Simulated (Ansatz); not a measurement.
## BeS: structures and their energies

21 relaxations of BeS ended in 11 distinct structures. Computed with PBEsol (plane waves to 420 eV, PAW, scalar-relativistic; Ansatz, a first-principles code).

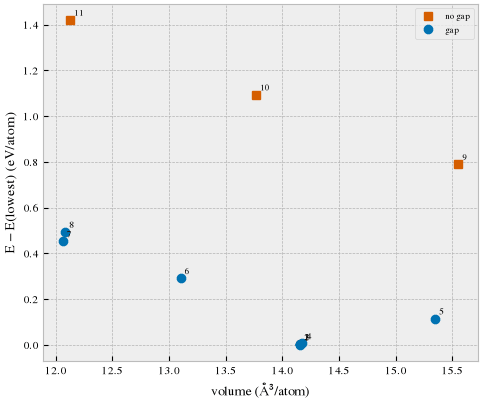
Fig. 1. Energy against volume of the distinct structures, numbered as in the table

| # | space group | Pearson | type | E − E(lowest) (eV/atom) | V (Å³/atom) | gap (eV, no SOC) | coordination | runs ending here |
|---|---|---|---|---|---|---|---|---|
| 1 | F-43m | cF8 | zinc blende type | 0.000 | 14.15 | 2.91 | Be 4 (tetrahedral), S 4 (tetrahedral) | 8 |
| 2 | P6₃mc | hP12 | AFLOW prototype AB_hP12_186_a2b_a2b (B6, as in SiC) | 0.001 | 14.16 | 3.31 | – | 1 |
| 3 | P6₃mc | hP8 | AFLOW prototype AB_hP8_186_ab_ab (B5, as in SiC) | 0.002 | 14.16 | 3.40 | – | 1 |
| 4 | P6₃mc | hP4 | wurtzite type | 0.006 | 14.18 | 3.44 | Be 4 (tetrahedral), S 4 (tetrahedral) | 2 |
| 5 | Pnma | oP8 | – | 0.114 | 15.35 | 3.64 | – | 1 |
| 6 | P6₄22 | hP6 | – | 0.290 | 13.10 | 2.48 | – | 2 |
| 7 | P6₃/mmc | hP4 | NiAs type | 0.452 | 12.06 | 1.39 | Be 6 (octahedral), S 6 | 1 |
| 8 | Fm-3m | cF8 | rock salt type | 0.493 | 12.09 | 0.95 | S 6 (octahedral), Be 6 (octahedral) | 2 |
| 9 | P4₂/mmc | tP4 | – | 0.79 | 15.55 | 0.00 | – | 1 |
| 10 | Pm-3m | cP6 | AFLOW prototype AB_cP6_221_c_d (as in NbO) | 1.09 | 13.77 | 0.00 | – | 1 |
| 11 | Pm-3m | cP2 | CsCl type | 1.42 | 12.13 | 0.00 | Be 8 (cubic), S 8 (cubic) | 1 |

Coordination numbers (neighbours up to the widest gap in distance over summed covalent radii, below 1.35; n+m marks a second, longer set; metal–metal contacts left out). F-43m, cF8, zinc blende type is the lowest among the structures calculated here, level within the accuracy with P6₃mc, hP12, AFLOW prototype AB_hP12_186_a2b_a2b (B6, as in SiC).

BeS has the cubic space group F-43m (No. 216), the zinc blende structure, Pearson symbol cF8. Cell: a = 4.8380 Å, b = 4.8380 Å, c = 4.8380 Å, α = 90.00°, β = 90.00°, γ = 90.00°. Be on 4d sees 4 S at 2.095 Å (tetrahedral). S on 4b is surrounded by 4 Be at 2.095 Å (tetrahedral). (Neighbours: up to the widest gap in distance over summed covalent radii, below 1.35, at either atom; cation-cation and far metal-metal contacts left out.)
(The calculation used a cell of 2 atoms; values per cell refer to that cell.)

Probably no minimum, since a slightly shaken restart fell lower: P4₂/mmc, tP4 (by 0.78 eV/atom, to P6₃mc). 1 run with a doubtful electronic state, a coarser numerical grid, an end not at rest or a source that can't be used is left out. 7 generated cells of layers, chains or molecules, poorly bound without dispersion, are left out. Each run could gain symmetry but not lose that of its start, so entries can be saddle points. From databases, or of a type measured for this composition: F-43m, cF8, zinc blende type; the others are generated cells (placed on structure types, drawn at random, substituted or restacked) that were not matched to a known phase here. Static energies at zero pressure. The runs use different k-meshes, so differences are rounded accordingly. No spin polarisation in the result. Gaps of cells over 8 atoms come from the SCF mesh and high-symmetry points alone.
